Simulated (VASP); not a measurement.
Band structure of ZrO2 (space group Fm-3m). Method: r2SCAN meta-GGA, VASP's PBE PAW potentials (set 64) (plane waves; VASP 6.6.1).

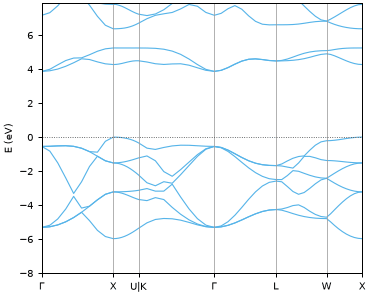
Bands along high-symmetry lines, zero at the valence-band maximum or, without a gap, the Fermi level

Question: Read the plot: is there a gap, and where are the band edges?

Answer: The gap is indirect, 3.87 eV, from the valence maximum at X to the conduction minimum at Γ.

The structure comes from a computed database's ZrO2 entry (Fm-3m); how it stands against other phases isn't given here. It was relaxed first.
